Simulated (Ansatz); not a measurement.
# Direct or indirect: CuI (F-43m)

Space group F-43m (No. 216). a = 6.063 Å, b = 6.063 Å, c = 6.063 Å, α = 90.00°, β = 90.00°, γ = 90.00°
| atom | site | symmetry | x | y | z |
| --- | --- | --- | --- | --- | --- |
| I | 4a | -43m | 0.0000 | 0.0000 | 0.0000 |
| Cu | 4c | -43m | 0.2500 | 0.2500 | 0.2500 |

Method: Ansatz, PBE, independent particles, without spin-orbit coupling, line width 0.2 eV (Gaussian). The band structure gives a fundamental gap of 1.12 eV. The spectrum of vertical transitions near the edge:

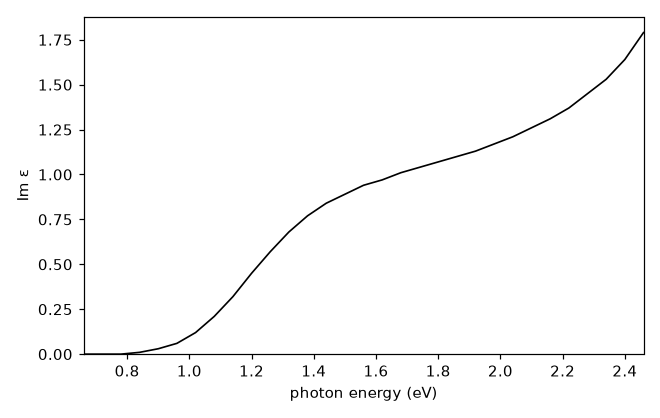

Is the gap direct or indirect, and about where do vertical transitions set in?

Direct: the band path has its least direct gap at the fundamental one, 1.12 eV, and the curves rise from there. Lines are broadened by 0.2 eV, which spreads the edge.
